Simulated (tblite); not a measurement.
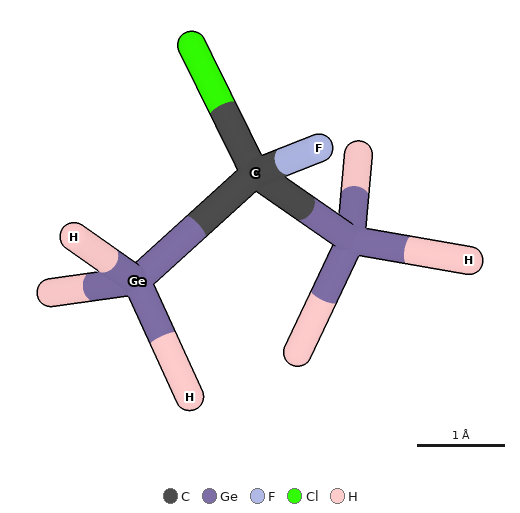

The input geometry (stick view, seen at a tilt). Sticks mark near contacts.

# CH6ClFGe2: geometry relaxation

System: CH6ClFGe2, SMILES F[C](Cl)([GeH3])[GeH3].
Method: GFN2-xTB geometry optimisation, gas phase (tblite 0.8.0).

**What the program printed**
```
step      E/eV     max force
  0    -497.83688    2.944
  1    -498.00706    1.097
  2    -498.05263    0.369
  3    -498.06183    0.258
  4    -498.06756    0.244
  5    -498.07448    0.199
  6    -498.08068    0.267
  7    -498.08674    0.233
  8    -498.09079    0.159
  9    -498.09373    0.133
 10    -498.09646    0.137
 11    -498.09897    0.160
 12    -498.10096    0.120
 13    -498.10258    0.136
 14    -498.10424    0.125
 15    -498.10629    0.165
 16    -498.10853    0.189
 17    -498.11046    0.157
 18    -498.11203    0.087
 19    -498.11351    0.162
 20    -498.11552    0.217
 21    -498.11819    0.200
 22    -498.12089    0.159
 23    -498.12328    0.169
 24    -498.12578    0.186
 25    -498.12873    0.256
 26    -498.13166    0.236
 27    -498.13355    0.127
 28    -498.13427    0.056
 29    -498.13457    0.055
 30    -498.13495    0.065
 31    -498.13549    0.079
 32    -498.13604    0.068
 33    -498.13640    0.045
 34    -498.13659    0.032
 35    -498.13671    0.028
 36    -498.13683    0.028
 37    -498.13693    0.033
 38    -498.13707    0.037
 39    -498.13730    0.049
 40    -498.13771    0.063
 41    -498.13827    0.076
 42    -498.13874    0.065
 43    -498.13902    0.041
 44    -498.13927    0.051
 45    -498.13962    0.065
 46    -498.14014    0.073
 47    -498.14074    0.082
 48    -498.14127    0.059
 49    -498.14178    0.063
 50    -498.14252    0.101
 51    -498.14412    0.129
 52    -498.14717    0.170
 53    -498.15081    0.239
 54    -498.15259    0.192
 55    -498.14761    0.324
 56    -498.15620    0.137
 57    -498.15741    0.140
 58    -498.16239    0.215
 59    -498.16835    0.157
 60    -498.17582    0.161
 61    -498.17901    0.139
 62    -498.18090    0.099
 63    -498.18208    0.094
 64    -498.18320    0.088
 65    -498.18498    0.093
 66    -498.18601    0.112
 67    -498.18757    0.121
 68    -498.18844    0.110
 69    -498.18915    0.081
 70    -498.18983    0.077
 71    -498.19064    0.096
 72    -498.19142    0.093
 73    -498.19199    0.076
 74    -498.19232    0.072
 75    -498.19260    0.050
 76    -498.19292    0.041
 77    -498.19336    0.049
 78    -498.19358    0.042
 79    -498.19374    0.029
 80    -498.19384    0.031
 81    -498.19397    0.032
 82    -498.19409    0.028
 83    -498.19417    0.022
 84    -498.19421    0.018
 85    -498.19425    0.015
 86    -498.19431    0.025
 87    -498.19440    0.036
 88    -498.19452    0.036
 89    -498.19462    0.021
 90    -498.19468    0.016
 91    -498.19472    0.014
 92    -498.19475    0.022
 93    -498.19480    0.025
 94    -498.19485    0.021
 95    -498.19492    0.024
 96    -498.19497    0.019
 97    -498.19500    0.012
 98    -498.19501    0.010
 99    -498.19503    0.010
100    -498.19505    0.016
101    -498.19508    0.020
102    -498.19511    0.021
103    -498.19515    0.019
104    -498.19519    0.018
105    -498.19524    0.023
106    -498.19529    0.023
107    -498.19534    0.021
108    -498.19538    0.020
109    -498.19543    0.022
110    -498.19549    0.022
111    -498.19556    0.018
112    -498.19560    0.012
113    -498.19562    0.009
114    -498.19563    0.010
115    -498.19565    0.010
116    -498.19567    0.012
117    -498.19569    0.014
118    -498.19571    0.012
119    -498.19572    0.009
120    -498.19573    0.008
```

**Trajectory as extended XYZ (Å, eV, eV/Å), 20 of the 25 frames kept, from step=0 to step=120**
```
11
Properties=species:S:1:pos:R:3:forces:R:3 step=0 energy=-497.83688
C     0.0674   -0.6301   -0.0364   -0.3860   1.2790  -0.9350
Ge   -0.9189    0.7198    0.9138   -1.4900   0.9410   0.3250
Ge    1.6599    0.1286   -0.7826    1.2600   0.4530  -1.0840
F     0.3886   -1.5984    0.7917    0.6810  -2.2240   1.8040
Cl   -0.9130   -1.3152   -1.3102   -0.4840  -0.3370  -0.7720
H    -0.9026    0.4125    2.3711    0.0440   0.0260   0.1060
H    -0.2852    2.0639    0.6551   -0.1300  -0.1130   0.0560
H    -2.3688    0.7155    0.4124    0.4890   0.1070   0.2260
H     1.2789    1.0648   -1.9109    0.0670  -0.1630   0.2700
H     2.5347   -0.9631   -1.3308   -0.0240   0.0820   0.0370
H     2.4023    0.8974    0.2737   -0.0290  -0.0510  -0.0340
11
Properties=species:S:1:pos:R:3:forces:R:3 step=5 energy=-498.07448
C     0.0687   -0.6208   -0.0361   -0.0160   0.1370  -0.1010
Ge   -0.9858    0.7541    0.9408    0.0630  -0.1750  -0.0720
Ge    1.7214    0.1381   -0.8289   -0.1230  -0.1380   0.0290
F     0.4029   -1.6473    0.8303   -0.0090  -0.0170  -0.0010
Cl   -0.9266   -1.3286   -1.3461    0.1440   0.0700   0.1070
H    -0.9037    0.4205    2.3863   -0.0510   0.0540   0.1130
H    -0.3059    2.0601    0.6625   -0.1210   0.0230   0.0470
H    -2.3734    0.7330    0.4218   -0.1460   0.0870   0.0370
H     1.2841    1.0674   -1.9078    0.0530   0.0130  -0.0230
H     2.5554   -0.9746   -1.3426    0.1280  -0.0430  -0.0820
H     2.4062    0.8939    0.2666    0.0790  -0.0120  -0.0540
11
Properties=species:S:1:pos:R:3:forces:R:3 step=15 energy=-498.10629
C     0.0814   -0.6055   -0.0283   -0.0760   0.0590  -0.1340
Ge   -1.0202    0.7362    0.9565   -0.0420   0.0030  -0.0380
Ge    1.7451    0.1062   -0.8430    0.0110   0.0160  -0.0290
F     0.4010   -1.6353    0.8330   -0.0010  -0.0660   0.0580
Cl   -0.8850   -1.3103   -1.3633    0.0800   0.0700   0.1090
H    -0.9550    0.4495    2.4157    0.0030  -0.0450   0.0530
H    -0.4071    2.0733    0.6992    0.0170   0.0720  -0.0090
H    -2.4288    0.7601    0.4752   -0.0200  -0.0760  -0.0130
H     1.3329    1.0444   -1.9232   -0.0080   0.0180  -0.0340
H     2.5973   -0.9848   -1.3887   -0.0370  -0.0670   0.0000
H     2.4818    0.8621    0.2138    0.0730   0.0150   0.0370
11
Properties=species:S:1:pos:R:3:forces:R:3 step=20 energy=-498.11552
C     0.0823   -0.5840   -0.0311    0.1210   0.0870   0.1570
Ge   -1.0375    0.7463    0.9619    0.0240  -0.0150   0.0220
Ge    1.7643    0.1106   -0.8452   -0.0200  -0.0330   0.0120
F     0.3938   -1.6221    0.8393   -0.0120   0.0990  -0.0450
Cl   -0.8590   -1.2853   -1.3602   -0.0540  -0.0060  -0.0830
H    -0.9824    0.4382    2.4236    0.0460   0.0000  -0.0290
H    -0.4500    2.1058    0.7126   -0.0500  -0.0580   0.0130
H    -2.4525    0.7193    0.4964   -0.0050  -0.0330  -0.0540
H     1.3558    1.0310   -1.9469    0.0130   0.0310   0.0390
H     2.5743   -1.0091   -1.4020   -0.0360  -0.0600   0.0160
H     2.5542    0.8451    0.1986   -0.0260  -0.0130  -0.0480
11
Properties=species:S:1:pos:R:3:forces:R:3 step=25 energy=-498.12873
C     0.1110   -0.5134   -0.0045   -0.1450  -0.1410  -0.1570
Ge   -1.0723    0.7528    0.9762   -0.0390  -0.0020   0.0130
Ge    1.7953    0.1016   -0.8554    0.0300   0.0090  -0.0200
F     0.3863   -1.5663    0.8476    0.1070  -0.0290   0.1170
Cl   -0.8200   -1.2218   -1.3660    0.0350   0.1130   0.0260
H    -0.9985    0.4194    2.4284    0.0400   0.0150   0.0180
H    -0.5474    2.1331    0.7409   -0.0530   0.0320   0.0030
H    -2.4820    0.6347    0.5019    0.0510   0.0030  -0.0340
H     1.4011    1.0261   -1.9577    0.0190   0.0270   0.0280
H     2.5126   -1.0809   -1.4107   -0.0350  -0.0210   0.0240
H     2.6572    0.8104    0.1462   -0.0080  -0.0070  -0.0180
11
Properties=species:S:1:pos:R:3:forces:R:3 step=30 energy=-498.13495
C     0.1124   -0.4975   -0.0046    0.0350   0.0400   0.0370
Ge   -1.0870    0.7528    0.9834    0.0200  -0.0170  -0.0220
Ge    1.8074    0.0963   -0.8598   -0.0370  -0.0080   0.0080
F     0.4002   -1.5425    0.8631    0.0070  -0.0270  -0.0430
Cl   -0.8050   -1.1813   -1.3720   -0.0270  -0.0370  -0.0110
H    -0.9955    0.4150    2.4331    0.0160   0.0180   0.0220
H    -0.6036    2.1493    0.7536   -0.0390   0.0190  -0.0050
H    -2.4864    0.5969    0.4947    0.0120   0.0070  -0.0080
H     1.4254    1.0307   -1.9566    0.0130   0.0170  -0.0070
H     2.4759   -1.1166   -1.4084   -0.0100  -0.0020   0.0030
H     2.6995    0.7927    0.1203    0.0100  -0.0100   0.0260
11
Properties=species:S:1:pos:R:3:forces:R:3 step=40 energy=-498.13771
C     0.1166   -0.4862   -0.0072    0.0410   0.0470   0.0120
Ge   -1.0905    0.7531    0.9879    0.0050  -0.0270  -0.0570
Ge    1.8160    0.0975   -0.8620   -0.0520  -0.0200  -0.0050
F     0.4158   -1.5391    0.8460   -0.0030  -0.0110   0.0250
Cl   -0.8114   -1.1713   -1.3669   -0.0170  -0.0010  -0.0320
H    -0.9838    0.4402    2.4397    0.0170  -0.0090   0.0530
H    -0.6626    2.1641    0.7481    0.0150   0.0270  -0.0260
H    -2.4845    0.5647    0.5010   -0.0280  -0.0140   0.0090
H     1.4552    1.0462   -1.9564    0.0210   0.0000   0.0230
H     2.4504   -1.1331   -1.4139    0.0050   0.0170  -0.0040
H     2.7221    0.7597    0.1306   -0.0050  -0.0080   0.0010
11
Properties=species:S:1:pos:R:3:forces:R:3 step=45 energy=-498.13962
C     0.1188   -0.4767   -0.0141   -0.0360  -0.0520   0.0160
Ge   -1.0938    0.7511    0.9832   -0.0060   0.0380   0.0510
Ge    1.8175    0.0934   -0.8648    0.0340   0.0080   0.0210
F     0.4249   -1.5294    0.8401   -0.0280  -0.0060  -0.0110
Cl   -0.8268   -1.1613   -1.3674    0.0360   0.0070   0.0090
H    -0.9643    0.4711    2.4466    0.0220  -0.0060  -0.0430
H    -0.6890    2.1680    0.7197   -0.0160  -0.0120  -0.0320
H    -2.4934    0.5246    0.5234    0.0030   0.0020   0.0120
H     1.4858    1.0667   -1.9435    0.0000   0.0170  -0.0030
H     2.4442   -1.1349   -1.4296   -0.0060   0.0120  -0.0020
H     2.7194    0.7231    0.1534   -0.0020  -0.0080  -0.0190
11
Properties=species:S:1:pos:R:3:forces:R:3 step=50 energy=-498.14252
C     0.1120   -0.4655   -0.0158    0.0410   0.0430  -0.0280
Ge   -1.1057    0.7605    0.9870    0.0170  -0.0640  -0.0760
Ge    1.8245    0.0897   -0.8611   -0.0230   0.0110  -0.0040
F     0.4237   -1.5244    0.8271   -0.0510  -0.0170   0.0370
Cl   -0.8328   -1.1389   -1.3700   -0.0130  -0.0050  -0.0400
H    -0.9166    0.5251    2.4471    0.0340   0.0130   0.0340
H    -0.7664    2.1780    0.6492   -0.0190  -0.0190  -0.0150
H    -2.5066    0.4491    0.5807    0.0090   0.0260   0.0230
H     1.5525    1.1084   -1.9182   -0.0340  -0.0090   0.0400
H     2.4237   -1.1336   -1.4626   -0.0150  -0.0180  -0.0020
H     2.7350    0.6472    0.1835    0.0530   0.0380   0.0300
11
Properties=species:S:1:pos:R:3:forces:R:3 step=55 energy=-498.14761
C     0.1032   -0.4191   -0.0340   -0.0030  -0.1520   0.0120
Ge   -1.1253    0.7618    0.9705   -0.0640  -0.1080  -0.0870
Ge    1.8554    0.0880   -0.8270    0.1510  -0.2650   0.1100
F     0.3471   -1.4942    0.8222    0.0460   0.0040  -0.1350
Cl   -0.8311   -1.0550   -1.4188    0.0620   0.0460   0.0120
H    -0.7416    0.7012    2.3968    0.1020   0.0760   0.2180
H    -1.0348    2.1289    0.4234    0.0280   0.2890  -0.0720
H    -2.5043    0.2488    0.7996   -0.1210  -0.0780  -0.0220
H     1.7138    1.2111   -1.7839   -0.1220   0.1360  -0.0580
H     2.3308   -1.1275   -1.5587   -0.0120   0.0600   0.0640
H     2.8301    0.4516    0.2568   -0.0670  -0.0090  -0.0440
11
Properties=species:S:1:pos:R:3:forces:R:3 step=65 energy=-498.18498
C     0.0774   -0.4884   -0.0632   -0.0170   0.0000   0.0370
Ge   -1.1066    0.7637    0.9195    0.0510   0.0370   0.0420
Ge    1.8583    0.0576   -0.7467    0.0050   0.0930   0.0040
F     0.2490   -1.6056    0.7421    0.0110  -0.0330  -0.0030
Cl   -0.8250   -1.0163   -1.5083   -0.0100   0.0480  -0.0050
H    -0.4946    1.0008    2.2666   -0.0440   0.0310  -0.0280
H    -1.1818    2.0425    0.1493   -0.0150  -0.0430   0.0150
H    -2.4564    0.1472    1.0608    0.0230  -0.0160  -0.0240
H     1.6778    1.3143   -1.5353   -0.0160  -0.0360  -0.0020
H     2.3423   -1.0397   -1.6266    0.0480  -0.0310   0.0040
H     2.8027    0.3196    0.3888   -0.0360  -0.0500  -0.0390
11
Properties=species:S:1:pos:R:3:forces:R:3 step=70 energy=-498.18983
C     0.0838   -0.4827   -0.0589    0.0210  -0.0280  -0.0260
Ge   -1.1031    0.7618    0.9225   -0.0420   0.0510   0.0400
Ge    1.8625    0.0611   -0.7486   -0.0090  -0.0560  -0.0230
F     0.2538   -1.6161    0.7243   -0.0140   0.0170  -0.0310
Cl   -0.8340   -0.9725   -1.5113   -0.0020   0.0250   0.0190
H    -0.4923    1.0683    2.2523   -0.0110  -0.0010   0.0310
H    -1.2311    2.0234    0.1333   -0.0030  -0.0460  -0.0240
H    -2.4328    0.1066    1.0880    0.0360   0.0000  -0.0080
H     1.6804    1.3249   -1.5235    0.0200  -0.0360   0.0120
H     2.3516   -1.0422   -1.6253   -0.0110   0.0300  -0.0020
H     2.8045    0.2632    0.3942    0.0160   0.0440   0.0120
11
Properties=species:S:1:pos:R:3:forces:R:3 step=75 energy=-498.19260
C     0.0858   -0.4715   -0.0590   -0.0070   0.0150   0.0220
Ge   -1.1079    0.7680    0.9318    0.0310  -0.0300  -0.0260
Ge    1.8741    0.0479   -0.7406    0.0180   0.0000   0.0340
F     0.2286   -1.6184    0.7066    0.0050  -0.0320   0.0000
Cl   -0.8324   -0.9222   -1.5229   -0.0200   0.0180   0.0040
H    -0.4752    1.1404    2.2360   -0.0230   0.0040   0.0000
H    -1.3111    1.9773    0.0855    0.0060   0.0270  -0.0110
H    -2.4022    0.0632    1.1457    0.0030  -0.0160   0.0150
H     1.7043    1.3271   -1.4886    0.0220  -0.0010  -0.0060
H     2.3469   -1.0357   -1.6456   -0.0110  -0.0160  -0.0170
H     2.8324    0.2195    0.3980   -0.0240   0.0300  -0.0160
11
Properties=species:S:1:pos:R:3:forces:R:3 step=80 energy=-498.19384
C     0.0916   -0.4621   -0.0552    0.0020  -0.0170   0.0000
Ge   -1.1102    0.7675    0.9343   -0.0050   0.0010   0.0050
Ge    1.8813    0.0429   -0.7435   -0.0040   0.0180  -0.0250
F     0.2382   -1.6157    0.7010   -0.0160  -0.0050  -0.0050
Cl   -0.8437   -0.8997   -1.5139    0.0060   0.0090   0.0040
H    -0.5021    1.1463    2.2479    0.0080   0.0070   0.0070
H    -1.3235    1.9803    0.0924    0.0100  -0.0090  -0.0020
H    -2.3945    0.0435    1.1458   -0.0030  -0.0070  -0.0030
H     1.7274    1.3175   -1.5027    0.0050   0.0090  -0.0010
H     2.3403   -1.0457   -1.6507   -0.0070  -0.0180   0.0120
H     2.8384    0.2211    0.3915    0.0040   0.0130   0.0090
11
Properties=species:S:1:pos:R:3:forces:R:3 step=90 energy=-498.19468
C     0.0935   -0.4616   -0.0500    0.0030  -0.0070   0.0040
Ge   -1.1095    0.7624    0.9437   -0.0030  -0.0010  -0.0010
Ge    1.8797    0.0462   -0.7458    0.0000   0.0100  -0.0120
F     0.2343   -1.6250    0.6906    0.0050  -0.0010   0.0060
Cl   -0.8393   -0.8812   -1.5156   -0.0050   0.0120  -0.0070
H    -0.5155    1.1375    2.2655    0.0040  -0.0110   0.0020
H    -1.2995    1.9799    0.1046   -0.0090   0.0050  -0.0080
H    -2.3995    0.0405    1.1300    0.0030   0.0070   0.0050
H     1.7207    1.3068   -1.5279   -0.0050  -0.0100  -0.0030
H     2.3340   -1.0655   -1.6263    0.0090  -0.0070  -0.0030
H     2.8443    0.2557    0.3781    0.0000   0.0030   0.0160
11
Properties=species:S:1:pos:R:3:forces:R:3 step=95 energy=-498.19492
C     0.0929   -0.4666   -0.0487    0.0120   0.0150  -0.0100
Ge   -1.1073    0.7611    0.9450    0.0120   0.0010   0.0010
Ge    1.8778    0.0479   -0.7462    0.0040  -0.0220   0.0090
F     0.2350   -1.6312    0.6888   -0.0080   0.0030  -0.0100
Cl   -0.8392   -0.8773   -1.5186    0.0020   0.0000   0.0140
H    -0.5174    1.1253    2.2722    0.0040  -0.0060  -0.0090
H    -1.2840    1.9818    0.1066   -0.0070   0.0010   0.0030
H    -2.4042    0.0516    1.1255   -0.0080  -0.0040   0.0010
H     1.7083    1.2985   -1.5404   -0.0020   0.0040  -0.0050
H     2.3427   -1.0688   -1.6173    0.0020   0.0070   0.0100
H     2.8387    0.2734    0.3799   -0.0100   0.0020  -0.0060
11
Properties=species:S:1:pos:R:3:forces:R:3 step=100 energy=-498.19505
C     0.0951   -0.4648   -0.0489   -0.0150  -0.0050   0.0010
Ge   -1.1059    0.7600    0.9465   -0.0060   0.0080  -0.0050
Ge    1.8786    0.0467   -0.7470    0.0050   0.0110   0.0030
F     0.2346   -1.6321    0.6851   -0.0010   0.0010   0.0020
Cl   -0.8393   -0.8722   -1.5176   -0.0030  -0.0010  -0.0060
H    -0.5179    1.1183    2.2755    0.0070   0.0000   0.0000
H    -1.2816    1.9831    0.1107   -0.0010   0.0000   0.0070
H    -2.4064    0.0544    1.1220    0.0070  -0.0050   0.0010
H     1.7033    1.2926   -1.5484    0.0050  -0.0050  -0.0020
H     2.3461   -1.0736   -1.6099    0.0060  -0.0050   0.0010
H     2.8365    0.2833    0.3788   -0.0030   0.0010  -0.0020
11
Properties=species:S:1:pos:R:3:forces:R:3 step=105 energy=-498.19524
C     0.0918   -0.4622   -0.0521    0.0100  -0.0070  -0.0080
Ge   -1.1057    0.7608    0.9479    0.0080  -0.0080   0.0090
Ge    1.8784    0.0485   -0.7464   -0.0120  -0.0180  -0.0080
F     0.2317   -1.6315    0.6791   -0.0040   0.0020   0.0040
Cl   -0.8455   -0.8657   -1.5197    0.0050  -0.0010  -0.0090
H    -0.5110    1.1087    2.2774   -0.0050   0.0040  -0.0070
H    -1.2789    1.9864    0.1165   -0.0070   0.0070   0.0080
H    -2.4035    0.0503    1.1205   -0.0020   0.0040   0.0060
H     1.7018    1.2834   -1.5634    0.0090   0.0060  -0.0010
H     2.3545   -1.0801   -1.5950    0.0010   0.0050   0.0070
H     2.8295    0.2973    0.3821   -0.0030   0.0060   0.0000
11
Properties=species:S:1:pos:R:3:forces:R:3 step=115 energy=-498.19565
C     0.0870   -0.4591   -0.0628    0.0040   0.0020   0.0010
Ge   -1.1042    0.7601    0.9517   -0.0020  -0.0070   0.0000
Ge    1.8791    0.0462   -0.7478   -0.0050  -0.0020  -0.0040
F     0.2179   -1.6320    0.6653    0.0080   0.0060  -0.0030
Cl   -0.8480   -0.8536   -1.5338    0.0030   0.0020  -0.0060
H    -0.4969    1.1053    2.2759   -0.0010  -0.0010  -0.0040
H    -1.2968    1.9915    0.1329    0.0010   0.0000  -0.0010
H    -2.3970    0.0429    1.1368    0.0030   0.0040   0.0050
H     1.7124    1.2680   -1.5871    0.0000  -0.0050   0.0040
H     2.3731   -1.0937   -1.5706   -0.0070   0.0000   0.0040
H     2.8167    0.3200    0.3865   -0.0030   0.0000   0.0020
11
Properties=species:S:1:pos:R:3:forces:R:3 step=120 energy=-498.19573
C     0.0866   -0.4554   -0.0662   -0.0010  -0.0010  -0.0030
Ge   -1.1052    0.7592    0.9521    0.0000   0.0070   0.0000
Ge    1.8802    0.0458   -0.7479    0.0020   0.0000   0.0060
F     0.2173   -1.6296    0.6598    0.0020  -0.0040   0.0000
Cl   -0.8457   -0.8473   -1.5403    0.0020   0.0010   0.0030
H    -0.4916    1.1083    2.2722    0.0000  -0.0020  -0.0010
H    -1.3069    1.9904    0.1349    0.0000  -0.0040  -0.0010
H    -2.3937    0.0376    1.1471   -0.0010   0.0000   0.0010
H     1.7167    1.2653   -1.5902    0.0030   0.0010  -0.0030
H     2.3713   -1.0997   -1.5644   -0.0030   0.0040   0.0030
H     2.8142    0.3211    0.3897   -0.0050  -0.0020  -0.0060
```

This output came from the following input.

**Input file**
```
{"job": {"kind": "relax", "xc": "GFN2-xTB", "basis": "xTB"}, "charge": 0, "multiplicity": 1}
C      0.067365    -0.630129    -0.036426
Ge    -0.918899     0.719830     0.913833
Ge     1.659912     0.128599    -0.782633
F      0.388633    -1.598417     0.791665
Cl    -0.912992    -1.315150    -1.310189
H     -0.902645     0.412535     2.371103
H     -0.285231     2.063921     0.655080
H     -2.368757     0.715454     0.412406
H      1.278867     1.064763    -1.910861
H      2.534701    -0.963091    -1.330771
H      2.402288     0.897405     0.273711
```

The first line tells a small driver script what to run in tblite; the rest is the geometry in Å.

Command:
```bash
OMP_NUM_THREADS=1 python <driver script> task.json out
```

**Summary**

- outcome: converged
- total energy: −498.1957 eV
- hardware: 1 CPU thread, shared host
- wall time: 1.8 s
- peak memory: 0.17 GiB
